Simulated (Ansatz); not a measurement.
# Fields on a plane of MoS2 (2H-MoS2 type, space group P6_3/mmc)

```
CELL_PARAMETERS angstrom
      3.10893     0.00000     0.00000
     -1.55447     2.69241     0.00000
      0.00000     0.00000    11.70793
ATOMIC_POSITIONS crystal
  Mo 0.33333 0.66667 0.25000
  Mo 0.66667 0.33333 0.75000
  S  0.33333 0.66667 0.61648
  S  0.66667 0.33333 0.11648
  S  0.66667 0.33333 0.38352
  S  0.33333 0.66667 0.88352
```

The slice is a (-1 1 0 2) plane (indices of the conventional cell) through the point (0.333, 0.667, 0.617) (fractional), spanned by u = [110] and v = [1 -1 1] in vectors of this cell: u (3.11 Å) and v (12.89 Å, at 90° to u). It covers one period; positions are fractions (u, v).

Atoms on it: S at (0.00, 0.00). Other atoms lie within 1 Å of the plane.

Level of theory: PBEsol-D3(BJ) (plane waves to 420 eV, PAW, scalar-relativistic; Ansatz, a quantum-chemistry and plane-wave program). k mesh 12×12×3. These are valence fields of a PAW run, semicore shells included where kept as valence: close to a nucleus they are smooth pseudo fields. MoS2 is run without spin polarisation. MoS2 was relaxed with its symmetry unable to fall.

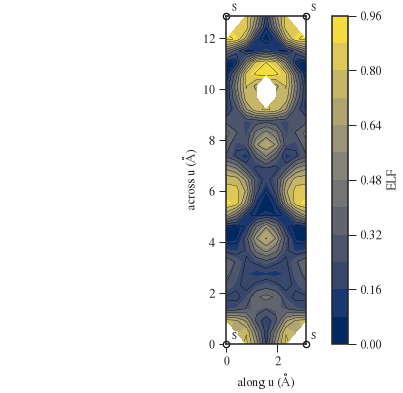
Electron localisation function (ELF), one period of the plane, atoms marked. Points within 0.5 Å of a nucleus are left white, as the pseudised field means little there.

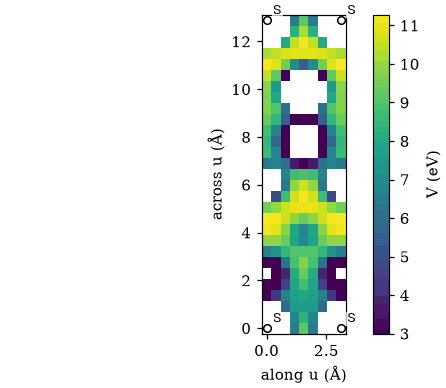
Figure: Electrostatic potential energy of an electron, from the cell's mean, in eV, one period of the plane, atoms marked. Points within 1 Å of a nucleus are left white, as the pseudised field means little there. Values under 3 eV are set to 3. The zero, the cell's mean, hangs on the PAW cores.
